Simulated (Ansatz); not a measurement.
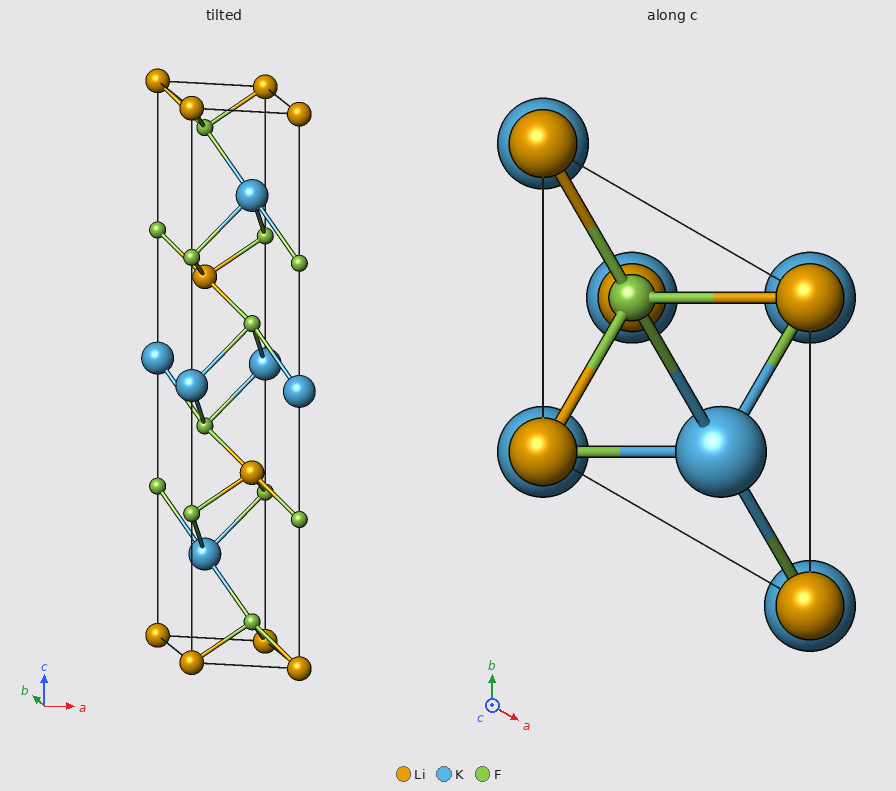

This ball-and-stick model is shown slightly off an axis and along the c axis. The frame is the conventional unit cell; atoms at its boundary are shown with their periodic copies.

KLiF₂, α-NaFeO₂ type, space group R-3m (No. 166), a = 3.245 Å, b = 3.245 Å, c = 16.947 Å, α = 90.00°, β = 90.00°, γ = 120.00°. Its origin is a structure type filled with these elements by a generator (whether the compound takes this form wasn't checked). Earlier steps of the study may have refined or changed the cell and positions. It was run through Ansatz as a DFT input.

This one geometry was computed with Ansatz (DFT, plane waves, PAW) at four levels of theory: PBE, HSE06, r2SCAN and PBE0. It was relaxed beforehand with r2SCAN.

Q: Which level gives the highest pressure at this volume, and what does that say about its equilibrium volume?

A: Highest: PBE (2.7 GPa), which points to the largest equilibrium volume. Lowest, with the smallest volume: r2SCAN (0.0 GPa). Levels within 0.5 GPa of each other can't be told apart.

Q: How does the band gap change with the level of theory?

A: PBE: a gap of 6.70 eV, direct; r2SCAN: a gap of 7.45 eV, direct; HSE06: a gap of 8.77 eV, direct; PBE0: a gap of 9.54 eV, direct.

Q: Collect the results in a table.

A:
| level | cutoff (eV) | k-mesh of the run's cell | gap (eV) | pressure (GPa) |
| --- | --- | --- | --- | --- |
| PBE | 420 | 10×10×10 | 6.70 | 2.7 |
| HSE06 | 420 | 6×6×6 | 8.77 | 1.1 |
| r2SCAN | 500 | 10×10×10 | 7.45 | 0.0 |
| PBE0 | 420 | 6×6×6 | 9.54 | 1.0 |

Gaps are taken on the k-mesh or band path of each run.
